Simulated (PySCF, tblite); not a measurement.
# C9H20BF4N: electronic excitations, NMR shifts, part 2 of 2

tblite 0.8.0 and PySCF 2.14.0. Atoms count from 0. The steps go on from the part before.

## 4. NMR shifts: GIAO KT3/pcSseg-1

Job settings and geometry (Å):

```
{"job": {"kind": "nmr", "xc": "KT3", "basis": "pcSseg-1", "pop": false}, "charge": 0, "multiplicity": 1}
C      4.047045    -0.607091    -0.266474
C      2.791901     0.043671    -0.833413
C      1.607125    -0.105964     0.123486
C      0.398426     0.631953    -0.441697
N     -0.873422     0.447765     0.309387
C     -0.732265     0.970832     1.679193
C     -1.987735     1.177432    -0.392431
C     -2.964920     0.117970    -0.882134
C     -2.792738    -0.989769     0.149746
C     -1.282518    -0.987175     0.339279
F     -0.066409     5.516278    -0.127515
B     -0.253860     4.181227    -0.016082
F     -0.343020     3.560114    -1.267802
F     -1.424084     3.871213     0.683718
F      0.797760     3.557873     0.666748
H      3.889233    -1.669626    -0.091294
H      4.877955    -0.494041    -0.957125
H      4.322065    -0.141445     0.676434
H      2.976310     1.105108    -1.000359
H      2.548764    -0.409565    -1.796916
H      1.396966    -1.169284     0.266090
H      1.898876     0.323308     1.081694
H      0.218296     0.304942    -1.468616
H      0.621939     1.698500    -0.458352
H     -0.478313     2.028653     1.637389
H      0.053874     0.439066     2.209397
H     -1.670503     0.853201     2.217163
H     -1.586961     1.797863    -1.191269
H     -2.463145     1.851634     0.317864
H     -3.979052     0.504626    -0.927216
H     -2.691319    -0.242831    -1.874214
H     -3.157398    -1.954936    -0.193397
H     -3.306680    -0.735761     1.076664
H     -0.958649    -1.457928     1.266131
H     -0.814403    -1.499966    -0.502445
```

Method: GIAO KT3/pcSseg-1 NMR shielding, non-relativistic, gas phase.

Log:

```text
start: PBE on a coarse grid of 26977 points
cycle   1  E = -832.6906540936  dE =  1.286e+00  |g| = 1.243e+00  |ddm| = 5.055e+00
cycle   2  E = -832.2042266862  dE =  4.864e-01  |g| = 2.117e+00  |ddm| = 2.545e+00
cycle   3  E = -832.9729471163  dE = -7.687e-01  |g| = 1.832e-01  |ddm| = 1.577e+00
cycle   4  E = -832.9789365620  dE = -5.989e-03  |g| = 8.669e-02  |ddm| = 2.149e-01
cycle   5  E = -832.9805200465  dE = -1.583e-03  |g| = 1.897e-02  |ddm| = 8.354e-02
cycle   6  E = -832.9805768788  dE = -5.683e-05  |g| = 7.235e-03  |ddm| = 1.716e-02
final grid: 245651 points
cycle   7  E = -845.7808831193  dE = -3.003e-02  |g| = 2.953e-01  |ddm| = 4.913e-01
cycle   8  E = -845.7639788278  dE =  1.690e-02  |g| = 4.522e-01  |ddm| = 4.487e-01
cycle   9  E = -845.7929574625  dE = -2.898e-02  |g| = 1.515e-02  |ddm| = 2.753e-01
cycle  10  E = -845.7929932167  dE = -3.575e-05  |g| = 6.763e-03  |ddm| = 1.364e-02
cycle  11  E = -845.7930025739  dE = -9.357e-06  |g| = 1.929e-03  |ddm| = 5.674e-03
cycle  12  E = -845.7930024218  dE =  1.521e-07  |g| = 3.846e-04  |ddm| = 1.842e-03
cycle  13  E = -845.7930018611  dE =  5.607e-07  |g| = 1.439e-04  |ddm| = 4.678e-04
cycle  14  E = -845.7930031286  dE = -1.267e-06  |g| = 3.354e-05  |ddm| = 1.473e-04
converged SCF energy = -845.7930031286

GIAO shielding tensors (ppm)
atom      isotropic    diamagn.    paramagn.     s11        s22        s33       span
  0 C      167.009     244.516     -77.507    155.761    159.133    186.132     30.371
  1 C      158.817     248.537     -89.720    147.430    159.043    169.978     22.547
  2 C      152.640     256.932    -104.292    134.021    153.336    170.564     36.543
  3 C      116.711     260.535    -143.825     85.403    106.647    158.082     72.679
  4 N      171.608     328.956    -157.348    128.188    190.385    196.253     68.065
  5 C      134.779     255.338    -120.559    104.766    123.196    176.376     71.610
  6 C      115.821     249.857    -134.035     78.976    102.843    165.644     86.668
  7 C      154.393     254.394    -100.000    130.669    163.034    169.478     38.808
  8 C      155.231     253.931     -98.700    132.194    164.079    169.422     37.229
  9 C      117.997     252.452    -134.455     86.338    106.507    161.146     74.808
 10 F      335.091     465.983    -130.892    308.907    309.512    386.854     77.947
 11 B      103.139     190.578     -87.440     98.276     98.781    112.360     14.084
 12 F      332.059     479.910    -147.851    308.860    315.525    371.793     62.933
 13 F      331.764     477.759    -145.994    306.900    315.112    373.281     66.381
 14 F      332.482     481.410    -148.928    309.516    315.798    372.131     62.616
 15 H       30.835      29.597       1.238     26.619     29.302     36.584      9.965
 16 H       30.287      24.982       5.305     25.669     27.354     37.837     12.169
 17 H       30.653      28.637       2.016     26.383     29.310     36.267      9.883
 18 H       30.027      32.065      -2.038     24.327     31.268     34.486     10.159
 19 H       30.597      33.389      -2.792     25.369     30.999     35.423     10.054
 20 H       30.560      38.896      -8.337     25.249     33.156     33.273      8.024
 21 H       29.977      37.972      -7.995     25.370     32.190     32.372      7.002
 22 H       29.365      40.207     -10.842     24.744     29.585     33.767      9.023
 23 H       25.577      37.951     -12.374     18.597     25.198     32.936     14.338
 24 H       26.205      33.679      -7.474     20.934     24.066     33.615     12.680
 25 H       29.060      36.616      -7.556     24.596     28.090     34.495      9.899
 26 H       29.390      34.124      -4.734     25.401     27.716     35.053      9.652
 27 H       26.320      33.046      -6.727     19.965     26.057     32.938     12.974
 28 H       27.390      32.815      -5.425     21.310     28.253     32.608     11.297
 29 H       29.552      28.618       0.934     24.942     26.654     37.061     12.119
 30 H       29.847      33.102      -3.255     25.430     27.826     36.286     10.856
 31 H       29.723      30.274      -0.551     25.183     26.367     37.620     12.438
 32 H       29.781      32.091      -2.309     25.820     27.419     36.105     10.285
 33 H       28.534      35.730      -7.196     24.056     28.505     33.041      8.985
 34 H       28.791      37.292      -8.501     22.751     29.798     33.825     11.074
```

Run time: 57 s. Hardware: 1 thread of Arm Neoverse N1, shared host; peak memory 0.61 GiB.

The references, computed at this level on geometries of the same kind, shield at (ppm): 1H TMS 31.76, 13C TMS 184.7, 19F CFCl3 142.4, 15N NH3 264.4, 11B BF3·OEt2 100.0. Their shielding less the atom's gives the shift. The references are single molecules in the gas phase, so shifts against H2O, NH3, PH3, H3PO4 or CFCl3 are not on the usual liquid scales and can be off by tens of ppm. Atoms listed in one row are averaged.

```csv
atoms,environment,σ (ppm),δ (ppm)
C3,sp3 CH2 bonded to N,116.7,68.0
"C6, C9",sp3 CH2 bonded to N,116.9,67.8
C5,methyl carbon bonded to N,134.8,49.9
C2,sp3 CH2,152.6,32.1
"C7, C8",sp3 CH2 in a ring,154.8,29.9
C1,sp3 CH2,158.8,25.9
C0,methyl carbon,167.0,17.7
"H22, H23",hydrogen on an sp3 CH2 bonded to N,27.47,4.29
"H27, H34",hydrogen on an sp3 CH2 bonded to N,27.56,4.20
"H28, H33",hydrogen on an sp3 CH2 bonded to N,27.96,3.80
"H24, H25, H26",hydrogen on a methyl carbon bonded to N,28.22,3.54
"H29, H32",hydrogen on an sp3 CH2 in a ring,29.67,2.09
"H30, H31",hydrogen on an sp3 CH2 in a ring,29.79,1.97
"H20, H21",hydrogen on an sp3 CH2,30.27,1.49
"H18, H19",hydrogen on an sp3 CH2,30.31,1.45
"H15, H16, H17",hydrogen on a methyl carbon,30.59,1.17
N4,ammonium nitrogen,171.6,92.8
"F10, F12, F13, F14",fluorine bonded to B,332.8,-190.5
B11,boron bonded to 4 F,103.1,-3.2
```

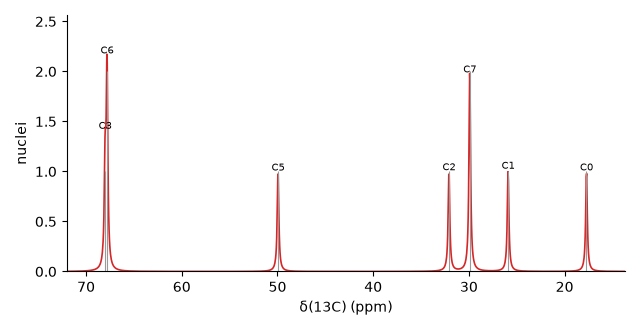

13C lines at the computed shifts, without couplings. Lines are broadened to a width of 0.20 ppm (Lorentzian).

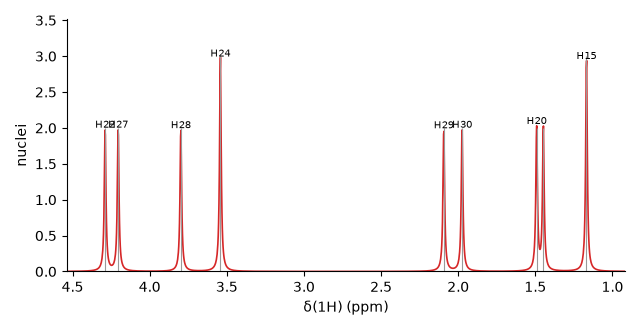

1H lines at the computed shifts, without couplings. Lines are broadened to a width of 0.01 ppm (Lorentzian).

Ring of atoms N4, C6, C7, C8, C9: NICS(0) -6.6, NICS(1) -3.8, NICS(1)zz -3.4 ppm (means of both faces).

## 5. Summary of results

This closing draws on all 2 parts.

| quantity | value |
| --- | --- |
| lowest singlet (wB97X-D/6-31G*) | 9.73 eV (127 nm), f = 0.000 |
| brightest single state of those computed | state 5, 10.35 eV, f = 0.021 |
| lowest triplet | 9.70 eV |
| surface potential, 1st and 99th percentile | -2.73 V and 2.05 V |
| 13C shifts against TMS (KT3/pcSseg-1, means over atoms taken as alike) | 68.0, 67.8, 49.9, 32.1, 29.9, 25.9, 17.7 ppm |
| 1H shifts against TMS (KT3/pcSseg-1, means over atoms taken as alike) | 4.29, 4.20, 3.80, 3.54, 2.09, 1.97, 1.49, 1.45, 1.17 ppm |
| 15N shifts against NH3 (KT3/pcSseg-1) | 92.8 ppm |
| 19F shifts against CFCl3 (KT3/pcSseg-1, means over atoms taken as alike) | -190.5 ppm |
| 11B shifts against BF3·OEt2 (KT3/pcSseg-1) | -3.2 ppm |

**Reading.** The lowest singlet, at 9.73 eV, is HOMO−2→LUMO 0.65, HOMO→LUMO 0.16 and is dark; of the 6 states computed, the strongest absorption comes from state 5 at 10.35 eV. The lowest triplet lies 0.03 eV below the lowest singlet (triplets in Tamm-Dancoff, singlets in full TDDFT). States above −ε(HOMO) lie where TDDFT describes them poorly and they hang on the basis; the brightest is among them. The basis of wB97X-D/6-31G* has no diffuse functions, so Rydberg states are missing and the high states are unreliable. At KT3/pcSseg-1: Shielding is most anisotropic at C6, C9 (span 81 ppm, paramagnetic term -134 ppm).
